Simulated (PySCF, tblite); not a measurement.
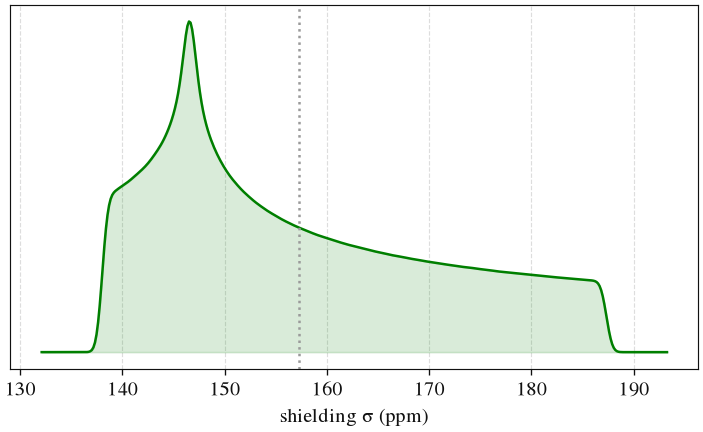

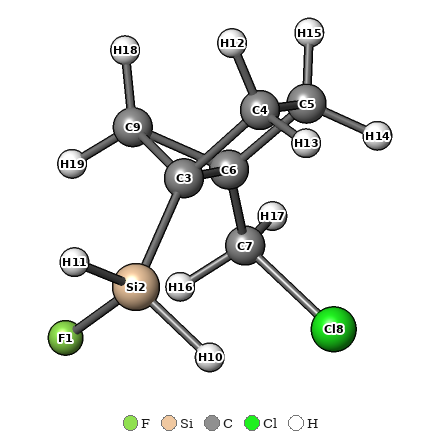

Static powder pattern (¹³C) from GIAO shielding tensors of C₆H₁₀ClFSi, SMILES F[SiH2][C@@]12CC[C@]1(CCl)C2, PBE0/pcSseg-1, PySCF 2.14.0, at a GFN2-xTB geometry (a minimum by its frequencies); absolute shielding, one fixed geometry of the isolated molecule without any motion, no dipolar terms. The dotted line is the isotropic value; skew is 3(σiso − σ22)/span.

### The pattern belongs to C9. Give the principal values, span and skew.

C9: σ11, σ22, σ33 = 138, 147, 187 ppm, isotropic 157, span 49 ppm, skew 0.65.

Known limits of this run: the tight-binding geometry is rougher than a DFT one and adds to the error; one conformer of a flexible molecule.
